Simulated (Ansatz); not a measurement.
## What SbP (model cell, started as rocksalt type) distorts into

Aim: this structure of SbP (model cell, started as rocksalt type) is to be tested for unstable modes, and one is followed downhill.

Program: Ansatz 0.2.0. Level of theory: DFT PBEsol, scalar-relativistic, plane waves, norm-conserving pseudopotentials. Results are calculated unless marked as measured.

The structure was built from a prototype and need not be the compound's stable phase.

## 1. The starting structure

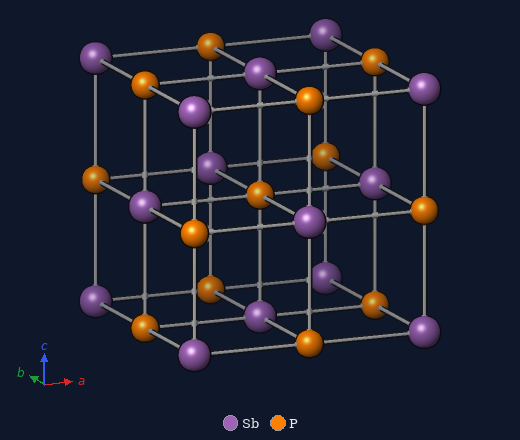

Start, viewed slightly off an axis; antimony purple, phosphorus orange. This picture shows the conventional cell, with its axes. Some periodic images of atoms are drawn too.

As a file:

```cif
data_structure
_symmetry_space_group_name_H-M 'Fm-3m'
_symmetry_Int_Tables_number 225
_cell_length_a 5.5570
_cell_length_b 5.5570
_cell_length_c 5.5570
_cell_angle_alpha 90.000
_cell_angle_beta 90.000
_cell_angle_gamma 90.000
_cell_volume 171.60
loop_
_atom_site_label
_atom_site_type_symbol
_atom_site_symmetry_multiplicity
_atom_site_Wyckoff_symbol
_atom_site_fract_x
_atom_site_fract_y
_atom_site_fract_z
_atom_site_occupancy
Sb1 Sb 4 a 0.00000 0.00000 0.00000 1
P1 P 4 b 0.50000 0.00000 0.00000 1
```

## 2. The dispersion

The cell comes from relaxations at this level that are not shown. Stability and thermal properties need the whole zone. Linear response on a 4×4×4 q mesh gives force constants as far as a supercell of that size would.

Input file input.yaml:

```yaml
crystal:
  lattice:
    - [0.0, 2.7784949752, 2.7784949752]
    - [2.7784949752, 0.0, 2.7784949752]
    - [2.7784949752, 2.7784949752, 0.0]
  atoms:
    - { symbol: Sb, position: [0.0, 0.0, 0.0] }
    - { symbol: P, position: [0.5, 0.5, 0.5] }
kpoints:
  mp_grid: { grid: [12, 12, 12] }
hamiltonian:
  xc: pbesol
  pseudopotentials: { kind: nc }
scf:
  occupations: { method: methfessel_paxton, width: 0.15 }
output:
  eigenvalues: true
phonons:
  method: dfpt
  qmesh: [4, 4, 4]
  temperatures: { t_max: 1000, t_step: 50 }
  qpath:
    path:
      - [[0.0, 0.0, 0.0], [0.5, 0.0, 0.5], [0.625, 0.25, 0.625]]
      - [[0.375, 0.375, 0.75], [0.0, 0.0, 0.0], [0.5, 0.5, 0.5], [0.5, 0.25, 0.75], [0.5, 0.0, 0.5]]
    npoints: 10
```

Started as:

```sh
$ ansatz run input.yaml --threads 4 --pin off --max-ram 7168MiB --backend cpu --events-out ev --progress --plain --runs-dir out
```

Numbers of over 12 decimals in the logs are rounded to 6 here.

Log:

```text
Engine: ansatz 0.2.0, aarch64-unknown-linux-gnu
Pseudopotentials: kind: nc
Pseudopotential: Sb, nc, valence charge 15, recommended cutoff 1088.45545 eV (normal), Sb.nc.azcp (PseudoDojo's, or run here from an input of PseudoDojo's: the run reads no file of this project's for it)
Pseudopotential: P, nc, valence charge 5, recommended cutoff 598.650497 eV (normal), P.nc.azcp (PseudoDojo's, or run here from an input of PseudoDojo's: the run reads no file of this project's for it)
Functional definition: PBEsol
  exchange = pbesol_x
  correlation = pbesol_c
Crystal: 2 atoms, lattice volume = 42.900 Å³
Basis set: ecut = 1088.45545 eV, 3479 PW (Γ), exchange–correlation on 90×90×90 points (8 copies of the dense FFT grid, shifted against one another)
Bands: 14, of which v1, the nominal top of the filled ones, is band 10 counted from 1 (9 counted from 0)
Symmetry: 48 space group operations
k-points: 72 of 1728
Non-local potential: Sb, projectors of the file, l = 0: 2, l = 1: 2, l = 2: 2, l = 3: 2
Non-local potential: P, projectors of the file, l = 0: 2, l = 1: 2, l = 2: 2
Initial density: superposition of atomic densities (chi_scale 0.1, normalization cell, long waves kept (reshape's long-wave potential 0.00 eV rms))
Initial wavefunctions: pseudopotential atomic-orbital guess
Functional: x = pbesol(κ = 0.804, μ = 0.123457), c = pbesol(β = 0.046)
SCF iter   1: F=—  HF=-2658.062729 eV  |F-HF|=—  |Δ(HF+E_count)|=         —  Δρ=2.55e-2  dr2=4.55e-1  ethr=3.10e-3  ⟨swp⟩=6.3  Hψ=6157  notcnv=0
preconditioner: auto → Kerker (q_TF=auto, 2.402 Å⁻¹)  [metal: Δε(μ)=0.011 eV  Ē_g=9.716 eV  σ=0.150 eV  W_gap=0.06  n_scr=14 (ndim 8)  ℏωp=17.9 eV  f_vac=0.000  D(μ)=0.80/eV (n_scr^D=0)]
SCF iter   2: F=—  HF=-2657.973739 eV  |F-HF|=—  |Δ(HF+E_count)|=   8.90e-2  S|Δr|=    0.00e0  Δρ=1.43e-2  dr2=1.22e-1  ethr=2.28e-3  ⟨swp⟩=1.1  Hψ=1594  notcnv=0
SCF iter   3: F=—  HF=-2657.947343 eV  |F-HF|=—  |Δ(HF+E_count)|=   2.64e-2  S|Δr|=    0.00e0  Δρ=2.75e-3  dr2=2.57e-3  ethr=6.09e-4  ⟨swp⟩=2.2  Hψ=1396  notcnv=0
SCF iter   4: F=—  HF=-2657.947979 eV  |F-HF|=—  |Δ(HF+E_count)|=   6.36e-4  S|Δr|=    0.00e0  Δρ=4.50e-4  dr2=1.09e-4  ethr=1.28e-5  ⟨swp⟩=2.2  Hψ=1424  notcnv=0
SCF iter   5: F=—  HF=-2657.948003 eV  |F-HF|=—  |Δ(HF+E_count)|=   2.32e-5  S|Δr|=    0.00e0  Δρ=1.40e-4  dr2=5.82e-6  ethr=5.45e-7  ⟨swp⟩=2.5  Hψ=1512  notcnv=0
SCF iter   6: F=—  HF=-2657.948018 eV  |F-HF|=—  |Δ(HF+E_count)|=   1.56e-5  S|Δr|=    0.00e0  Δρ=2.39e-5  dr2=2.35e-7  ethr=2.91e-8  ⟨swp⟩=2.6  Hψ=1433  notcnv=0
SCF iter   7: F=—  HF=-2657.948040 eV  |F-HF|=—  |Δ(HF+E_count)|=   2.22e-5  S|Δr|=    0.00e0  Δρ=2.78e-6  dr2=2.00e-9  ethr=1.18e-9  ⟨swp⟩=2.0  Hψ=1368  notcnv=0
SCF iter   8: F=—  HF=-2657.948040 eV  |F-HF|=—  |Δ(HF+E_count)|=  5.00e-10  S|Δr|=    0.00e0  Δρ=3.68e-7  dr2=3.07e-11  ethr=1.00e-11  ⟨swp⟩=2.5  Hψ=1750  notcnv=0
SCF iter   9: F=-2657.948040 eV  HF=-2657.948040 eV  |F-HF|=0.00e0  |Δ(HF+E_count)|=  2.96e-11  S|Δr|=    0.00e0  Δρ=5.40e-8  dr2=8.60e-13  ethr=1.00e-12  ⟨swp⟩=6.8  Hψ=4905  notcnv=0
SCF 1 converged in 9 iterations: F = -2657.948040 eV  dr2 = 8.60e-13
Initial density: read from a saved state, or passed on in memory by an earlier SCF of this step, an earlier step, the calling program or the single point that the run made first
iter 1 solved again at ethr=4.54e-8 eV; its pass at ethr=3.10e-3 eV (dr2=9.08e-6 eV) is discarded
SCF iter   1: F=—  HF=-2657.948022 eV  |F-HF|=—  |Δ(HF+E_count)|=         —  Δρ=2.58e-7  dr2=1.79e-11  ethr=4.54e-8  ⟨swp⟩=3.9  Hψ=9589  notcnv=0
eigensolver tolerance schedule: the retry pair's looser diagonalisation over-reported the residual by 506297.90 of it (diagonalisation noise at an unbounded share of the residual, at the tolerance the schedule requests for it); recorded, not acted on — ethr = c·dr2/N_el stays at c = 1.0e-1
preconditioner: auto → Kerker (q_TF=auto, 2.402 Å⁻¹)  [metal: Δε(μ)=0.027 eV  Ē_g=9.674 eV  σ=0.150 eV  W_gap=0.15  n_scr=14 (ndim 8)  ℏωp=17.9 eV  f_vac=0.000  D(μ)=0.95/eV (n_scr^D=8)]
SCF iter   2: F=—  HF=-2657.948040 eV  |F-HF|=—  |Δ(HF+E_count)|=   1.82e-5  S|Δr|=    0.00e0  Δρ=1.13e-7  dr2=2.83e-12  ethr=1.00e-12  ⟨swp⟩=3.8  Hψ=5399  notcnv=0
SCF iter   3: F=-2657.948040 eV  HF=-2657.948040 eV  |F-HF|=4.55e-13  |Δ(HF+E_count)|=  5.00e-12  S|Δr|=    0.00e0  Δρ=7.74e-8  dr2=1.28e-12  ethr=1.00e-12  ⟨swp⟩=1.0  Hψ=2304  notcnv=0
SCF 2 converged in 3 iterations: F = -2657.948040 eV  dr2 = 1.28e-12
phonons: the bands overlap, so this run is a metal and interpolates without the dipole-dipole term. If the crystal is really an insulator or semiconductor, its LO-TO splitting is missing
NSCF: frozen V_eff on 72 k-points
WARN: eigensolver did not converge in 7 slots of this pass, the one above among them; of largest residual over every band (k=1): 1 band(s) unlocked (lowest unlocked band 13, counted from 0; max residual 5.39e-4 eV among the unlocked bands, 5.39e-4 eV over every band); of lowest unlocked band (k=1): band 13
NSCF: frozen V_eff on 163 k-points
DFPT response loops at q = (0, 0, 0) (fractional): preconditioner auto → Kerker (q_TF=auto, 2.402 Å⁻¹) (partly filled bands, converged f_vac=0.000); β = 1.00, the filter's whole step (`scf.mixing.beta` (0.50) is not read by the response loops under this deck's `scf.mixing.preconditioner`; to damp them name `kerker` or `kerker_dos`, under which they read `scf.mixing.beta`, and type it under 1.00, their step now; both keys bind the ground state too); Broyden in place of MSR1
NSCF: frozen V_eff on 1872 k-points
DFPT response loops at q = (0, 0, 0.25) (fractional): mixed as the last ones told, above
NSCF: frozen V_eff on 952 k-points
DFPT response loops at q = (0, 0, -0.5) (fractional): mixed as the last ones told, above
NSCF: frozen V_eff on 1020 k-points
DFPT response loops at q = (0, 0.25, 0.25) (fractional): mixed as the last ones told, above
NSCF: frozen V_eff on 3456 k-points
DFPT response loops at q = (0, 0.25, -0.5) (fractional): mixed as the last ones told, above
phonons.qmesh, q = [0.0000, 0.2500, -0.5000]: its response loops start from zero, take more passes and end by a threshold: the memory limit or budget leaves too little room for the subspace of the ground state's own states beside the solves, or none could be made (phonons.method)
NSCF: frozen V_eff on 1872 k-points
DFPT response loops at q = (0, 0.25, -0.25) (fractional): mixed as the last ones told, above
NSCF: frozen V_eff on 560 k-points
DFPT response loops at q = (0, -0.5, -0.5) (fractional): mixed as the last ones told, above
NSCF: frozen V_eff on 1020 k-points
DFPT response loops at q = (0.25, -0.5, -0.25) (fractional): mixed as the last ones told, above
SCF converged after 9 iterations
Stability not checked: this state was not tested for a lower state beside it, because cold or Methfessel-Paxton smearing, or corrected tetrahedra, fill the levels in a way that the test cannot read (fill_not_monotonic; see scf.lower_state_search)
Free energy (F): -2657.948040 eV
Harris-Foulkes:  -2657.948040 eV  (|F-HF|=0.00e0)
Internal energy: -2657.946649 eV  (E = F + TS)
E sigma→0 (E₀):  -2657.947693 eV
Entropy (-TS):   -0.001391 eV (-0.695 meV/atom)
Fermi energy:    11.087877 eV
Step filling:    the computed levels leave a gap of 0.0062 eV = 0.0 smearing widths at the electron count; against every level under it full and every level over it empty, smearing changes F+E_penalty+E_count by -1.045 meV and its σ→0 estimate by -0.697 meV
--- Per-component energies (eV) ---
  E_band       = -130.456808
  E_kinetic    = 1519.757958
  E_local      = -1141.704242  (includes V_loc(G=0)·N_el)
  E_nonlocal   = -1273.527590
  E_hartree    = 601.624127
  E_xc         = -667.237420
  E_vxc        = -438.231150  (∫ρ·V_xc dr)
  E_ewald      = -1696.859483
  E_smearing   = -0.001391  (= −TS)
  E_closure    = -0.000000  (closes the sum)
  Σ components = -2657.948040   (vs F -2657.948040, Δ=0.00e0)
--- Band table (eV; the first three rows and the last of 72) ---
  k-point 0: bands = [... 6 lower, 7.3795, 9.0451, 9.0451, 9.0451, 15.2338, 15.2338, 15.2338, 16.0238]
  k-point 1: bands = [... 6 lower, 6.6559, 9.0530, 9.0530, 9.5704, 14.6574, 14.6574, 14.8000, 16.1115]
  k-point 2: bands = [... 6 lower, 5.3744, 9.0882, 9.0882, 10.2574, 13.6267, 13.6267, 14.0505, 16.3169]
  k-point 71: bands = [... 6 lower, 1.6701, 5.1535, 5.1535, 10.9649, 11.7841, 16.1772, 16.1772, 18.5907]
--- Phonons (Γ-DFPT): 2 representative perturbations + reference (Σ response iterations 5) ---
  ASR residual: 3.431e-5 → 0.000e0 eV/Å²; symmetrization residual: 2.152e-7 eV/Å²
  ASR residual per site (eV/Å²): 3.43e-5 3.23e-5
  Γ frequencies (cm⁻¹): -171.90 -171.90 -171.90 0.00 0.00 0.00
--- Phonons (arbitrary-q DFPT): 8 irreducible q on the 4×4×4 mesh ---
  q = [0.0000, 0.0000, 0.0000] (star 1, of the zone-centre solve; hermiticity 1.60e-7, symmetrization 1.72e-14): -171.90 -171.90 -171.90 -0.00 0.00 0.00
  q = [0.0000, 0.0000, 0.2500] (star 8, 2 solved perturbations on 936 of 1728 k-point pairs; hermiticity 1.08e-6, symmetrization 8.93e-13, the responses' own estimated error 5.2e-5 eV/Å²): 73.02 73.02 106.32 217.14 217.14 245.87
  q = [0.0000, 0.0000, -0.5000] (star 4, 2 solved perturbations on 476 of 1728 k-point pairs; hermiticity 2.30e-14, symmetrization 6.57e-13, the responses' own estimated error 5.3e-5 eV/Å²): 109.23 109.23 161.35 243.77 243.77 267.26
  q = [0.0000, 0.2500, 0.2500] (star 6, 4 solved perturbations in 1608 linear systems a pass and spin channel, the states on 510 of 1728 k-point pairs; hermiticity 1.95e-6, symmetrization 1.07e-12, the responses' own estimated error 5.4e-5 eV/Å²): 46.52 46.52 110.93 110.93 120.10 231.58
  q = [0.0000, 0.2500, -0.5000] (star 24, 4 solved perturbations in 5328 linear systems a pass and spin channel, the states on 1728 of 1728 k-point pairs; hermiticity 2.55e-5, symmetrization 6.86e-13): 86.12 90.68 123.87 184.63 195.20 219.70
  q = [0.0000, 0.2500, -0.2500] (star 12, 4 solved perturbations in 2892 linear systems a pass and spin channel, the states on 936 of 1728 k-point pairs; hermiticity 2.18e-6, symmetrization 5.38e-13, the responses' own estimated error 5.3e-5 eV/Å²): 72.23 105.42 135.40 141.51 228.85 250.30
  q = [0.0000, -0.5000, -0.5000] (star 3, 4 solved perturbations in 886 linear systems a pass and spin channel, the states on 280 of 1728 k-point pairs; hermiticity 5.08e-6, symmetrization 3.77e-12, the responses' own estimated error 5.3e-5 eV/Å²): 59.44 59.44 79.93 155.68 162.13 162.13
  q = [0.2500, -0.5000, -0.2500] (star 6, 4 solved perturbations in 1544 linear systems a pass and spin channel, the states on 510 of 1728 k-point pairs; hermiticity 2.26e-6, symmetrization 1.08e-12, the responses' own estimated error 5.6e-5 eV/Å²): 79.82 79.82 122.63 161.84 161.84 234.86
  sum rule: each row above includes the acoustic sum rule's correction from the zone centre's row sums; it moved no ω² by more than (0.53 cm⁻¹)²
  mesh force constants: q→R imaginary residual 1.61e-18; ASR residual 3.431e-5 → 0.000e0 eV/Å²; symmetrization residual 1.998e-15 eV/Å²
  interpolated dispersion: 62 rows × 6 modes
  density of states and harmonic sums: on the 20×20×20 q-mesh, interpolated from the force constants of a 4×4×4 supercell (no non-analytic term)
  largest difference from the sums on the solved wave vectors: F 1.29e-2 eV, S 1.71e-5 and C_V 5.03e-6 eV/K
  zero-point energy: 0.054084 eV/cell   skipped modes (ω ≤ 0): 30, of them read as no rigid motion or as one in doubt: 27 (4.463e-2 modes/cell left out, lowest -171.90 cm⁻¹)   left out of the sums: 7.50e-3 of the cell's modes: C_V's classical limit lies that fraction below 3 k_B per atom; for a crystal, a wire or a layer, F and S can be off by more, and a phonons.interpolated_qmesh denser along its periods is the remedy for the sampling
```

It took 16 min on 4 threads of Arm Neoverse V2, shared host; peak memory 5.8 GiB; 63 min of CPU time.

This step gave:

- volume per atom: 21.45 Å³
- gap on the k-mesh: 0 eV
- sum-rule residual before enforcement: 3.43e-5 eV/Å²
- lowest frequency on the path: -171.9 cm⁻¹
- point group: m-3m
- highest frequency on the path or at a solved wavevector: 277.5 cm⁻¹
- highest optical mode at the zone centre (no LO-TO term): -171.9 cm⁻¹
- lowest optical zone-centre mode: -171.9 cm⁻¹
- lowest mode on the q mesh (acoustic modes at Γ apart): -171.9 cm⁻¹

Frequencies (cm⁻¹) solved at each irreducible wavevector; negative means imaginary. Frequencies by wavevector, by row:

```tsv
q in reciprocal lattice units	star	mode 1	mode 2	mode 3	mode 4	mode 5	mode 6
0 0 0	1	-171.9	-171.9	-171.9	0	0	0
0 0 0.25	8	73	73	106.3	217.1	217.1	245.9
0 0 -0.5	4	109.2	109.2	161.3	243.8	243.8	267.3
0 0.25 0.25	6	46.5	46.5	110.9	110.9	120.1	231.6
0 0.25 -0.5	24	86.1	90.7	123.9	184.6	195.2	219.7
0 0.25 -0.25	12	72.2	105.4	135.4	141.5	228.8	250.3
0 -0.5 -0.5	3	59.4	59.4	79.9	155.7	162.1	162.1
0.25 -0.5 -0.25	6	79.8	79.8	122.6	161.8	161.8	234.9
```

Interpolated from a 4×4×4 q mesh. The phonon branches at the labelled points (cm⁻¹):

```tsv
point	branch 1	branch 2	branch 3	branch 4	branch 5	branch 6
Γ	-172	-172	-172	0	0	0
X	59	59	80	156	162	162
U	80	82	106	158	193	221
jump to K	80	82	106	158	193	221
Γ	-172	-172	-172	0	0	0
L	109	109	161	244	244	267
W	80	80	123	162	162	235
X	59	59	80	156	162	162
```

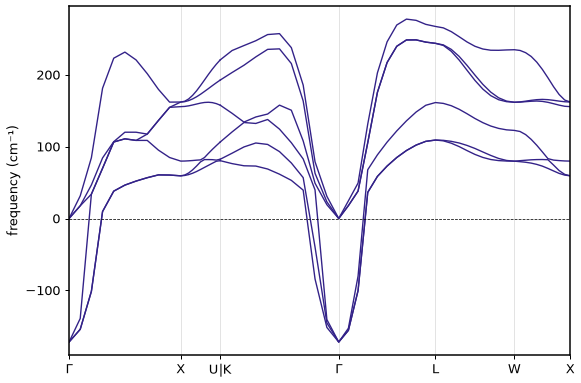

Phonon branches along the path.

Symmetry leaves 8 wavevectors to solve. The lowest mode among them, the acoustic zeros apart, lies at Γ and is imaginary, 171.9i cm⁻¹, so the energy falls along it.

## 3. The mode frozen in, largest atomic shift 0 Å

The mode followed lies at Γ with frequency 171.9i cm⁻¹ and is 3-fold degenerate, the softest among the wavevectors solved. At small amplitude the distorted cell has space group no. 107 by a symmetry search on the positions. The undistorted cell that holds it gives the zero of energy on the same k mesh.

input.yaml, the sections that differ from step 2:

```yaml
output:
  forces: true
  stress: true
  eigenvalues: true
# crystal, kpoints, hamiltonian, scf: as in step 2
# phonons: removed
```

Log:

```text
[...]
Crystal: 2 atoms, lattice volume = 42.900 Å³
Basis set: ecut = 1088.45545 eV, 3479 PW (Γ), exchange–correlation on 90×90×90 points (8 copies of the dense FFT grid, shifted against one another)
Bands: 14, of which v1, the nominal top of the filled ones, is band 10 counted from 1 (9 counted from 0)
Symmetry: 48 space group operations
[...]
k-points: 72 of 1728
[...]
--- Band table (eV; the first three rows and the last of 72) ---
  k-point 0: bands = [... 6 lower, 7.3795, 9.0451, 9.0451, 9.0451, 15.2337, 15.2337, 15.2337, 16.0238]
  k-point 1: bands = [... 6 lower, 6.6558, 9.0530, 9.0530, 9.5704, 14.6574, 14.6574, 14.8000, 16.1115]
  k-point 2: bands = [... 6 lower, 5.3744, 9.0882, 9.0882, 10.2574, 13.6267, 13.6267, 14.0505, 16.3169]
  k-point 71: bands = [... 6 lower, 1.6701, 5.1535, 5.1535, 10.9649, 11.7841, 16.1773, 16.1773, 18.5907]
[key lines of the parts left out:]
SCF converged after 7 iterations
Free energy (F): -2657.948040 eV
Fermi energy:    11.087871 eV
P = ⅓ Tr σ = 0.0002 GPa (0.002 kbar)
```

It took 1.7 s on 4 threads; peak memory 0.46 GiB; 6.3 s of CPU time.

This step gave:

```yaml
pressure: 1.89e-4 GPa
energy_from_the_undistorted_cell: 0 meV/atom
```

The run ends at a pressure of 0.00 GPa.

## 4. The mode frozen in, largest atomic shift 0.14 Å

The atoms are moved along the unstable eigenvector, the largest shift by 0.14 Å, with the cell fixed.

input.yaml, the sections that differ from step 3:

```yaml
crystal:
  lattice:
    - [0.0, 2.7784949752, 2.7784949752]
    - [2.7784949752, 0.0, 2.7784949752]
    - [2.7784949752, 2.7784949752, 0.0]
  atoms:
    - { symbol: Sb, position: [-0.0064088151, 0.0064088151, -0.0064088151] }
    - { symbol: P, position: [0.5251934953, 0.4748065047, 0.5251934953] }
# kpoints, hamiltonian, scf, output: as in step 3
```

Log:

```text
[...]
Crystal: 2 atoms, lattice volume = 42.900 Å³
Basis set: ecut = 1088.45545 eV, 3479 PW (Γ), exchange–correlation on 90×90×90 points (8 copies of the dense FFT grid, shifted against one another)
Bands: 14, of which v1, the nominal top of the filled ones, is band 10 counted from 1 (9 counted from 0)
Symmetry: 8 space group operations
[...]
--- Band table (eV; the first three rows and the last of 163) ---
  k-point 0: bands = [... 6 lower, 7.4116, 8.9096, 9.0996, 9.0996, 14.7153, 14.7153, 15.3258, 16.0520]
  k-point 1: bands = [... 6 lower, 6.6787, 8.9657, 9.1038, 9.5736, 14.3644, 14.4175, 14.8784, 16.1058]
  k-point 2: bands = [... 6 lower, 5.3920, 8.9891, 9.1283, 10.2389, 13.5138, 13.7187, 14.0194, 16.3047]
  k-point 162: bands = [... 6 lower, 2.9157, 4.8007, 6.7386, 6.7386, 12.8318, 17.3111, 17.3111, 18.9626]
[key lines of the parts left out:]
SCF converged after 7 iterations
Free energy (F): -2657.971581 eV
Fermi energy:    11.147861 eV
P = ⅓ Tr σ = 1.2697 GPa (12.697 kbar)
```

Wall time 5.9 s (4 threads); peak memory 0.55 GiB.

Numbers from this step:

```yaml
pressure: 1.270 GPa
energy_from_the_undistorted_cell: -11.94 meV/atom
```

The energy, extrapolated to zero smearing, is -11.94 meV/atom against the undistorted cell.

The run ends at a pressure of 1.27 GPa, with forces up to 0.084 eV/Å.

## 5. Energy along the mode, all amplitudes (two of the runs are shown above)

An imaginary frequency means negative curvature, so the energy should fall and then rise again as anharmonic terms take over.

Numbers from this step:

```
depth at the lowest point sampled  : 11.94 meV/atom
largest atomic shift at that point : 0.14 Å
```

Table of energy from the parent by largest atomic shift:

```tsv
largest atomic shift (Å)	energy from the parent (meV/atom)
0.000	0
0.040	-1.68
0.080	-5.95
0.140	-11.9
0.220	-4.96
0.320	57.1
```

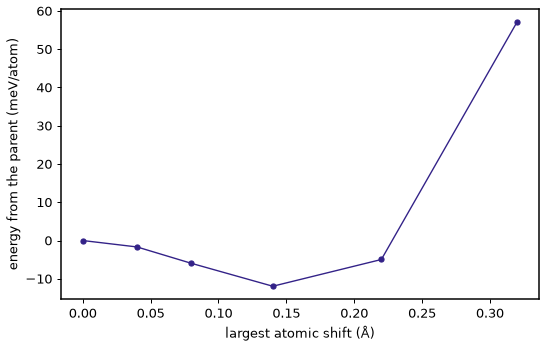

Energy from the parent against largest atomic shift.

Displacement at unit largest shift by atom:

```tsv
atom	x (Å)	y (Å)	z (Å)	size
Sb1	0.00	-0.25	0.00	0.25
P2	0.00	1.00	0.00	1.00
```

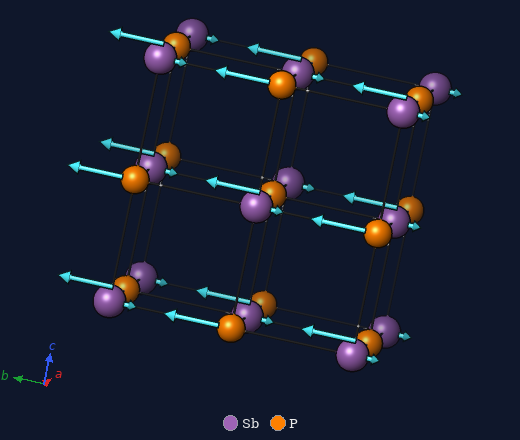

Displacement at unit largest shift as arrows, the longest 1 Å. Some periodic images of atoms are drawn too.

The lowest of the steps tried is at 0.14 Å, 11.9 meV/atom below the parent; the bottom of the well need not coincide with a step.

(Part 1 of 2 ends here.)

[Logs are printed without paths, hosts, clocks, repeated set-up lines and the standing remarks that a program may print on its own settings, such as how far it seeks lower states.]

[Hosts, paths, dates, database ids (printed as entryN), source tags and the programs' standing remarks are cut or masked in the printed files.]
